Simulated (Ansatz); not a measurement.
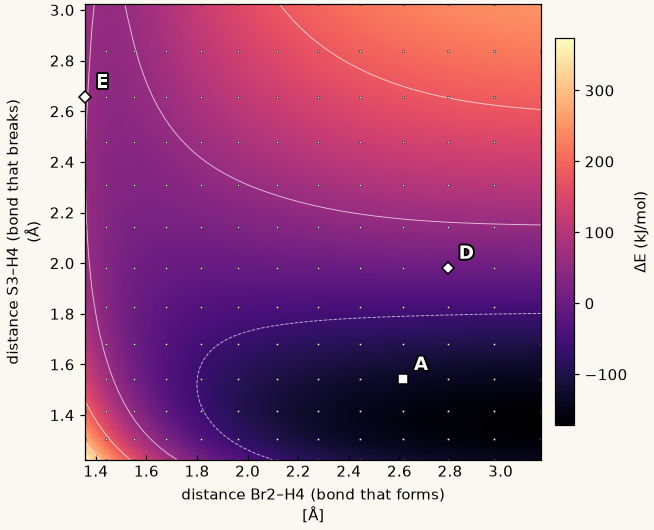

The reacting system AlBrH₂OS (fragments AlBrH₂OS where the first distance is long, AlHOS + BrH where the second is long). 
- Coordinates scanned: (1) distance Br2–H4 (bond that forms); (2) distance S3–H4 (bond that breaks).
- Relaxed at each point: all other coordinates.
- The grid has 13 × 13 points.
- Points are written as (first, second).
- All energies are given in kJ/mol relative to a guessed transition structure relaxed with its forming and breaking bonds held.
- The reference is spin-restricted, so regions where a bond is pulled apart into radicals lie too high.
- Level of theory: RKS PBE-D4/def2-SVP in Ansatz.

Drawn: a smooth colour map with a few white contour lines, dots at the grid points, lettered points. Between grid points the surface is interpolated.

What kind of point is each of A, D: minimum, saddle, maximum or slope?

Answer. A: on a slope; D: on a slope. (In these two coordinates alone; a stationary point may lie a little off the grid point.)

Rank the lettered points by energy, lowest first.

Answer. A (−134 kJ/mol), D (3.0 kJ/mol), E (62 kJ/mol).
